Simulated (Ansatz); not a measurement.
# C$_{2}$H$_{7}$NOZn (SMILES C[N](C)[Zn][OH]): what the fields show

Input

```
crystal:
  periodic: [false, false, false]
  atoms:
    - {symbol: C, position_ang: [-1.105993, -1.022138, 0.173360]}
    - {symbol: N, position_ang: [-0.045028, -0.104359, -0.140830]}
    - {symbol: C, position_ang: [1.062208, -0.746339, -0.795475]}
    - {symbol: Zn, position_ang: [-0.009193, 1.603139, 0.425506]}
    - {symbol: O, position_ang: [-0.040479, 3.323496, 0.845173]}
    - {symbol: H, position_ang: [-1.944197, -0.515510, 0.658168]}
    - {symbol: H, position_ang: [-1.499994, -1.506640, -0.734389]}
    - {symbol: H, position_ang: [-0.775209, -1.829692, 0.847458]}
    - {symbol: H, position_ang: [1.513312, -1.538593, -0.175140]}
    - {symbol: H, position_ang: [1.853142, -0.032481, -1.038638]}
    - {symbol: H, position_ang: [0.750456, -1.220361, -1.739985]}
    - {symbol: H, position_ang: [0.318075, 3.534376, 1.708693]}
basis:
  gaussian: {orbitals: def2-TZVPP}
hamiltonian: {xc: pbe0, dispersion: d4}
output: {orbitals: {seedname: orbitals}}
```

Run with:

```sh
ansatz run in.yaml --threads 4 --pin off --events-out ev --progress --plain --max-ram 11315MiB
```

Geometry: PBE0-D4/def2-TZVP.

Computed with RKS PBE0-D4/def2-TZVPP in Ansatz.

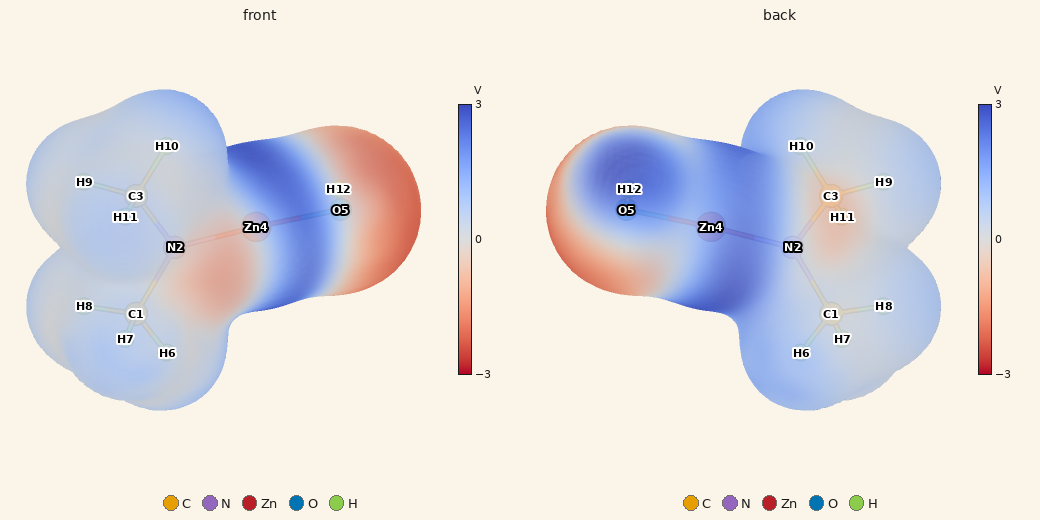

Figure 1. The electrostatic potential painted on the density surface at 0.004 e/bohr³, seen from the front and from behind; red is negative and blue positive.

**Describe the electrostatic potential map.**

The most negative region (about −2.1 V) lies over O5, the most positive (about +2.7 V) over Zn4 and H12. O5 is the likeliest acceptor of a hydrogen bond.

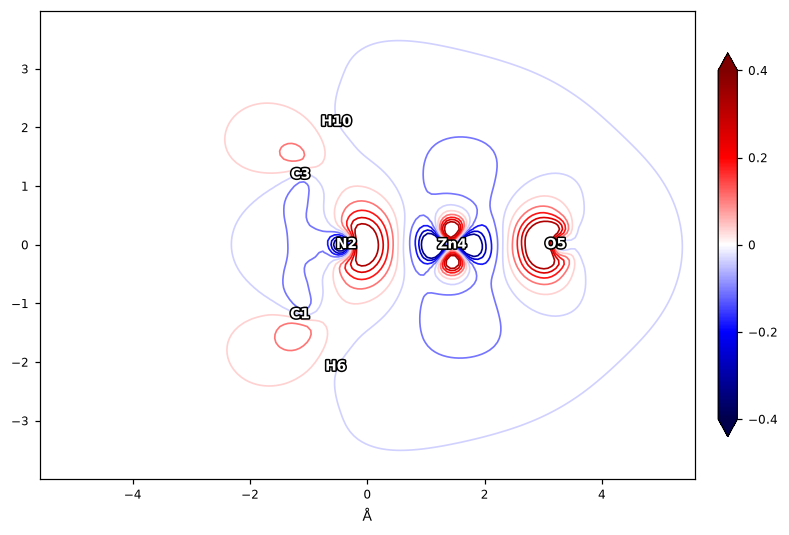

Figure 2. The LUMO on the plane of atoms C1, N2 and Zn4 (values in Å⁻³ᐟ²; the overall sign is arbitrary).

**Where does this orbital lie, and at what energy?**

Its weight (Hirshfeld) is mainly on Zn4 (about 55 %), O5 (about 15 %), H12 (about 10 %) and N2 (about 10 %). Its energy is −0.61 eV.

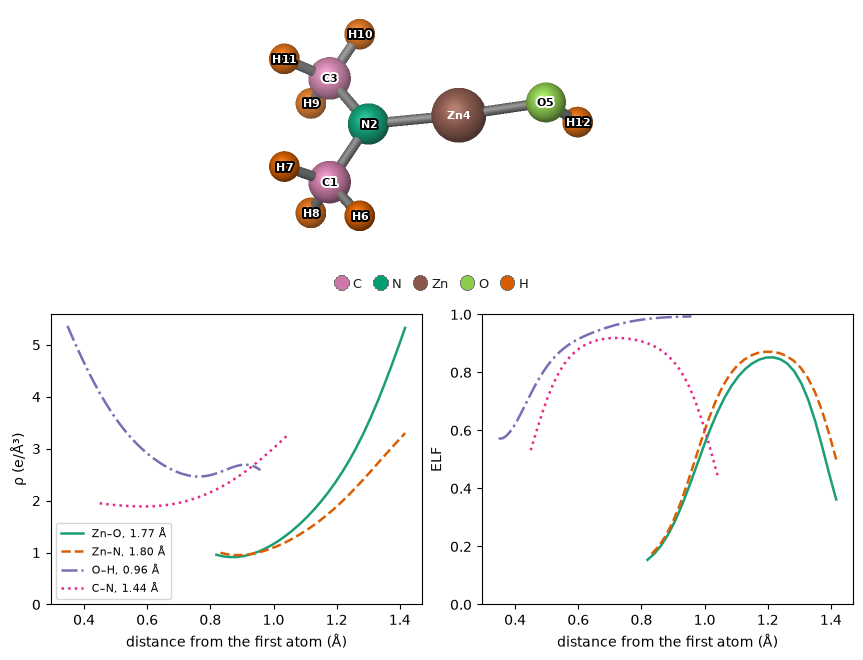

Figure 3. Total electron density and electron localisation function along straight lines between neighbouring atoms. The curves leave out the atomic cores. The structure is drawn too.

**Compare the contacts.**

Zn–O (1.77 Å): ρ at the midpoint is about 0.92 e/Å³; the ELF peaks at about 0.85 in the valence shell of O, 0.6 Å from its nucleus, and is about 0.25 at the midpoint.
Zn–N (1.80 Å): the density is about 0.95 e/Å³ at the midpoint; the ELF peaks at about 0.85 in the valence shell of N, 0.6 Å from its nucleus, and is about 0.30 at the midpoint.
O–H (0.96 Å): the density is about 3.8 e/Å³ at the midpoint; the ELF climbs to about 1 towards the hydrogen, as it does in any bond to H; a covalent bond by its length.
C–N (1.44 Å): ρ is about 2 e/Å³ halfway; the ELF peaks at about 0.90 between the atoms; localised, covalent bonding.
